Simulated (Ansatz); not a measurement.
**Ti: stress in a strained cell**

Aim: deform Ti (zz strain of +2 %) and compute stress, forces and field gradients with LAPW, PAW and all-electron datasets made for the crystal.

Program: Ansatz 0.2.0. Level of theory: DFT PBEsol, scalar-relativistic. These are calculated values, not measurements.

2 further runs of the same task are left out: 2 set aside as unsound or not needed.

## (1) The system as given

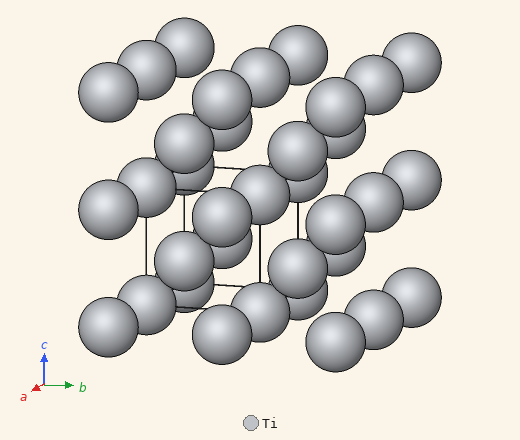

The starting structure, seen slightly off an axis (titanium light grey). 2×2×2 cells are drawn. Atoms on the faces are drawn again on the opposite ones. The cell drawn here is the conventional one.

Coordinates:

```xyz
1
Lattice="-1.6410 1.6410 1.6410 1.6410 -1.6410 1.6410 1.6410 1.6410 -1.6410" Properties=species:S:1:pos:R:3 pbc="T T T"
Ti    0.0000    0.0000    0.0000
```

## (2) The deformed structure

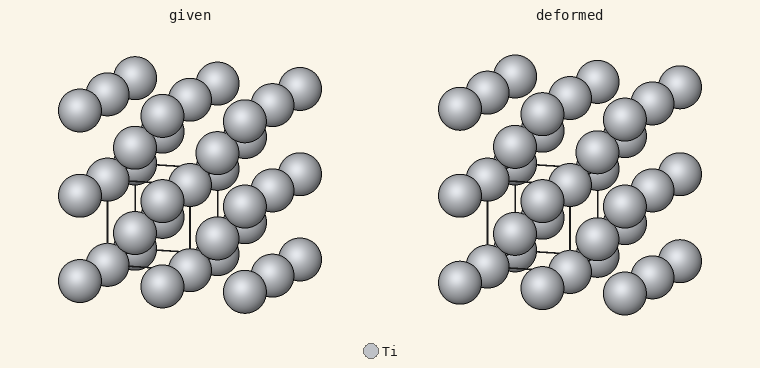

Given and deformed, at one scale.

Space group Im-3m before, I4/mmm after.

## (3) All-electron LAPW

File input.yaml:

```yaml
crystal:
  lattice:
    - [-1.641, 1.641, 1.67382]
    - [1.641, -1.641, 1.67382]
    - [1.641, 1.641, -1.67382]
  atoms:
    - { symbol: Ti, position: [0.0, 0.0, 0.0] }
kpoints:
  mp_grid: { grid: [14, 14, 14] }
  band_path:
    path:
      - [0.0, 0.0, 0.0]
      - [0.0, 0.0, 0.5]
      - [0.25, 0.25, 0.25]
      - [0.0, 0.5, 0.0]
      - [0.0, 0.0, 0.0]
      - [0.5, 0.5, -0.5]
      - [0.4902921953, 0.5097078047, -0.4902921953]
      - [-0.4902921953, 0.4902921953, 0.4902921953]
      - [0.0, 0.0, 0.0]
    npoints: 5
scf:
  occupations: { method: fermi_dirac, width: 0.05 }
hamiltonian:
  xc: pbesol
  pseudopotentials: { kind: all_electron, lapw: { basis_error: 0.00025 } }
output:
  forces: true
  stress: true
  eigenvalues: true
```

The run is started by

```console
$ ansatz run input.yaml --threads 1 --pin off --max-ram 3072MiB --backend cpu --events-out ev --progress --plain --runs-dir out
```

Standard output (excerpt; [...] marks lines left out):

```text
LAPW: plane waves up to 8.248 Å⁻¹, error target 2.5e-4 eV per atom; small_component_spin mean_spin; Ti in spheres of 1.431 Å, 12 of its electrons in bands, Dirac shells []
[...]
Pseudopotentials: kind: all_electron
Pseudopotential: Ti, LAPW, valence charge 12, Koelling and Harmon's equation, gaussian nucleus
Functional definition: PBEsol
[...]
Crystal: 1 atoms, lattice volume = 18.030 Å³
Basis set: ecut = 259.16311243929215 eV, 177 PW (Γ), exchange–correlation at level 2
Bands: 10, of which v1, the nominal top of the filled ones, is band 6 counted from 1 (5 counted from 0)
Symmetry: 16 space group operations
Space group: I4/mmm (ITA 139), of the structure as read, at distance tolerance 2.6e-5 Å
k-points: 244 of 2744
[...]
SCF iter   1: F=—  HF=-23207.619490 eV  |F-HF|=—  |Δ(HF+E_count)|=         —  Δρ=2.36e-2  dr2=7.68e-2  ethr=6.36e-4  ⟨swp⟩=2.7  Hψ=17913  notcnv=0
[...]
SCF iter   6: F=-23207.435444 eV  HF=-23207.435444 eV  |F-HF|=1.20e-8  |Δ(HF+E_count)|=   3.51e-7  Δρ=3.41e-6  dr2=1.32e-9  ethr=8.91e-10  ⟨swp⟩=2.0  Hψ=7201  notcnv=0
[...]
NSCF: frozen V_eff on 41 k-points
SCF converged after 6 iterations
Free energy (F): -23207.435444 eV
[...]
E sigma→0 (E₀):  -23207.424976 eV
Entropy (-TS):   -0.020936 eV (-20.936 meV/atom)
Fermi energy:    12.820949 eV
[...]
--- Forces (eV/Å), atoms counted from 1 ---
  atom   1  Ti    -0.00000000     0.00000000     0.00000000
[...]
--- Stress (GPa, compression-positive) ---
       -8.525041      -0.000000       0.000000
       -0.000000      -8.525041       0.000000
        0.000000       0.000000      -8.056350
  P = ⅓ Tr σ = -8.3688 GPa (-83.688 kbar)
--- Band table (eV; the first three rows and the last of 244) ---
  k-point 0: bands = ["-43.5095", "-19.5161", "-19.5161", "-19.5144", "6.9692", "13.7373", "13.7373", "13.8693", "15.3962", "15.5500"]
[...]
```

Run time: 16 s. Hardware: 1 thread of Arm Neoverse V1, shared host; peak memory 0.37 GiB.

Result: pressure -8.37 GPa; no gap.

## (4) PAW on the default files

File input.yaml:

```yaml
crystal:
  lattice:
    - [-1.641, 1.641, 1.67382]
    - [1.641, -1.641, 1.67382]
    - [1.641, 1.641, -1.67382]
  atoms:
    - { symbol: Ti, position: [0.0, 0.0, 0.0] }
kpoints:
  mp_grid: { grid: [14, 14, 14] }
scf:
  occupations: { method: fermi_dirac, width: 0.05 }
hamiltonian:
  xc: pbesol
  pseudopotentials: { kind: paw }
output:
  forces: true
  stress: true
  eigenvalues: true
  efg: { contact_densities: true }
  write_density: true
  write_potential: true
  elf: true
  volumetric_format: npy
```

The run is started by

```console
$ ansatz run input.yaml --threads 1 --pin off --max-ram 3072MiB --backend cpu --events-out ev --progress --plain --runs-dir out
```

Standard output (excerpt; [...] marks lines left out):

```text
[...]
Pseudopotentials: kind: paw
Pseudopotential: Ti, paw, valence charge 12, recommended cutoff 420 eV (normal)
[... 1 set-up line as earlier in the session ...]
[...]
Crystal: 1 atoms, lattice volume = 18.030 Å³
Basis set: ecut = 420 eV, 369 PW (Γ), exchange–correlation on 40×40×40 points (8 copies of the dense FFT grid, shifted against one another)
Bands: 10, of which v1, the nominal top of the filled ones, is band 6 counted from 1 (5 counted from 0)
[... 2 set-up lines as earlier in the session ...]
k-points: 244 of 2744
[...]
SCF iter   1: F=—  HF=-2473.760747 eV  |F-HF|=—  |Δ(HF+E_count)|=         —  Δρ=4.83e-3  dr2=2.48e-3  ethr=1.77e-3  ⟨swp⟩=4.4  Hψ=13083  notcnv=0
[...]
SCF iter   6: F=-2473.759722 eV  HF=-2473.759722 eV  |F-HF|=5.91e-12  |Δ(HF+E_count)|=  2.10e-10  Δρ=7.15e-7  dr2=2.53e-11  ethr=5.37e-11  ⟨swp⟩=3.7  Hψ=10853  notcnv=0
[...]
SCF converged after 6 iterations
Free energy (F): -2473.759722 eV
[...]
E sigma→0 (E₀):  -2473.749254 eV
Entropy (-TS):   -0.020936 eV (-20.936 meV/atom)
Fermi energy:    12.422462 eV
[...]
--- Forces (eV/Å), atoms counted from 1 ---
  atom   1  Ti    -0.00000000     0.00000000     0.00000000
[...]
--- Stress (GPa, compression-positive) ---
       -8.518970       0.000000       0.000000
        0.000000      -8.518970      -0.000000
        0.000000       0.000000      -8.052778
  P = ⅓ Tr σ = -8.3636 GPa (-83.636 kbar)
--- PAW observables at the nuclei: V_zz in 10²¹ V/m², potentials from the cell's mean, atoms counted from 1 ---
  atom   1  Ti V_zz =    +0.010181   η = 0.0000   by run symmetry: allowed
            electrostatic potential = -2530.293510 V   contact ρ = 56643.925943 e/Å³
--- Band table (eV; the first three rows and the last of 244) ---
  k-point 0: bands = ["-43.9081", "-19.9136", "-19.9136", "-19.9118", "6.5707", "13.3387", "13.3387", "13.4707", "14.9976", "15.1515"]
[...]
```

It took 4.2 s on 1 thread of Arm Neoverse V1, shared host; peak memory 0.37 GiB.

Read from it: pressure -8.36 GPa; no gap.

The fields are shown in the conventional cell of this run's space group, carried over from its grid by interpolation.

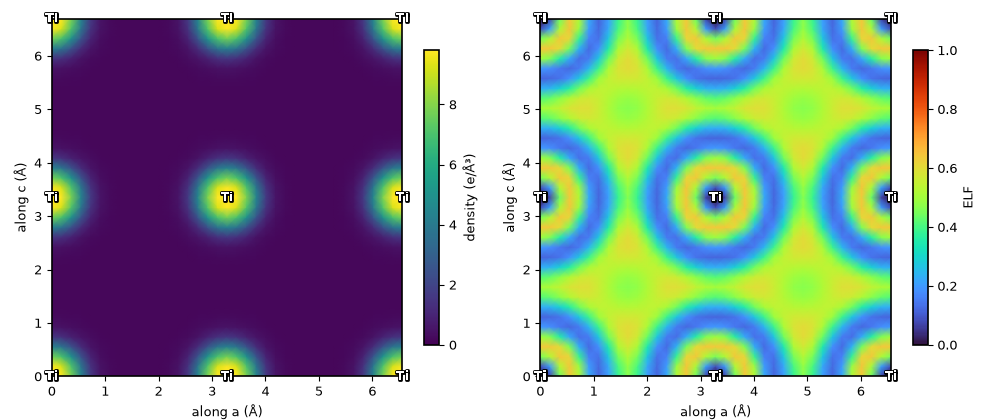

Density (left) and ELF (right) in a lattice plane of the grid's cell (edges 3.28 and 3.35 Å, at 0.000 of the third edge), which holds Ti. Only atoms in the plane are labelled. Both are smooth fields of the valence electrons: close to the nuclei they are not physical.

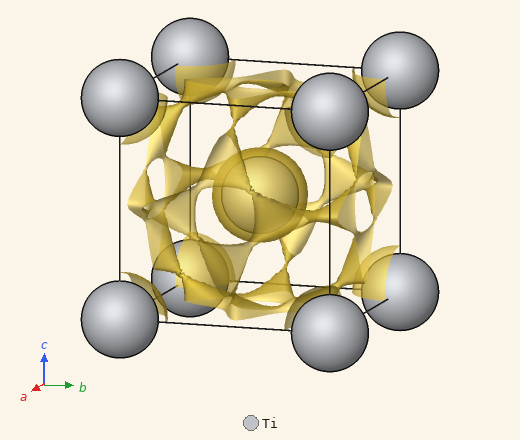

Surface of ELF = 0.54, drawn in one cell.

Outside the cores ELF peaks at 0.60 between the atoms, 1.8 Å from Ti.

## (5) Datasets made for this crystal

Edit input.yaml of step 4 so:

```diff
@@ -13,3 +13,3 @@
   xc: pbesol
-  pseudopotentials: { kind: paw }
+  pseudopotentials: { kind: all_electron, datasets: crystal }
 output:
@@ -19,5 +19 @@
   efg: { contact_densities: true }
-  write_density: true
-  write_potential: true
-  elf: true
-  volumetric_format: npy
```

The run is started by

```console
$ ansatz run input.yaml --threads 1 --pin off --max-ram 3072MiB --backend cpu --events-out ev --progress --plain --runs-dir out
```

Standard output (excerpt; [...] marks lines left out):

```text
[...]
band count auto-derived: 7 (N_el = 4.0; filled up to band 2; 6 by the electrons, moments and atoms)
[...]
[... 1 set-up line as earlier in the session ...]
Pseudopotential: Ti, paw, valence charge 12, recommended cutoff 260 eV (normal), Koelling and Harmon's equation, gaussian nucleus
[... 1 set-up line as earlier in the session ...]
[...]
Crystal: 1 atoms, lattice volume = 18.030 Å³
Basis set: ecut = 260 eV, 177 PW (Γ), exchange–correlation on 32×32×32 points (8 copies of the dense FFT grid, shifted against one another)
Bands: 7, of which v1, the nominal top of the filled ones, is band 2 counted from 1 (1 counted from 0)
[... 2 set-up lines as earlier in the session ...]
k-points: 244 of 2744
[...]
Fermi energy:    12.820898 eV
[...]
  The terms above E_closure are by the made datasets' own strengths, without shells solved beside the bands.
--- Forces (eV/Å), atoms counted from 1 ---
  atom   1  Ti     0.00000000     0.00000000     0.00000000
[...]
--- Stress (GPa, compression-positive) ---
       -8.524767       0.000000       0.000000
        0.000000      -8.524767       0.000000
        0.000000       0.000000      -8.055989
  P = ⅓ Tr σ = -8.3685 GPa (-83.685 kbar)
  It holds what live shells' own plane waves past their cutoff add
--- PAW observables at the nuclei: V_zz in 10²¹ V/m², potentials from the cell's mean, atoms counted from 1 ---
  atom   1  Ti V_zz =    +0.009435   η = 0.0000   by run symmetry: allowed
            electrostatic potential = -2528.868995 V   contact ρ = 56690.832700 e/Å³
--- Band table (eV; the first three rows and the last of 244) ---
  k-point 0: bands = ["6.9692", "13.7372", "13.7372", "13.8692", "15.3961"]
[...]
```

It took 7.2 s on 1 thread of Arm Neoverse V1, shared host; peak memory 0.36 GiB.

Read from it: pressure -8.37 GPa; no gap.

## (6) Side by side

Stress (GPa, compression positive):

| method | xx | yy | zz | yz | xz | xy |
| --- | --- | --- | --- | --- | --- | --- |
| LAPW, undeformed (earlier run) | -6.66 | -6.66 | -6.66 | 0.00 | 0.00 | 0.00 |
| LAPW | -8.53 | -8.53 | -8.06 | 0.00 | 0.00 | 0.00 |
| PAW | -8.52 | -8.52 | -8.05 | 0.00 | 0.00 | 0.00 |
| crystal datasets | -8.52 | -8.52 | -8.06 | 0.00 | 0.00 | 0.00 |

| method | pressure (GPa) | Vzz Ti (10²¹ V/m²) | SCF cycles, all passes |
| --- | --- | --- | --- |
| LAPW | -8.37 | – | 6 |
| PAW | -8.36 | 0.01 | 6 |
| crystal datasets | -8.37 | 0.01 | 7 |

## (7) Summary of results

| quantity | value |
| --- | --- |
| pressure | LAPW -8.37, PAW -8.36, crystal datasets -8.37 GPa |
| largest shear or deviatoric stress (LAPW) | 0.31 GPa |

Against the undeformed cell the largest change of stress is -1.87 GPa, in the yy component (others tie with it). PAW: stress within 0.01 GPa of LAPW. Crystal datasets: stress within 0.01 GPa of LAPW.
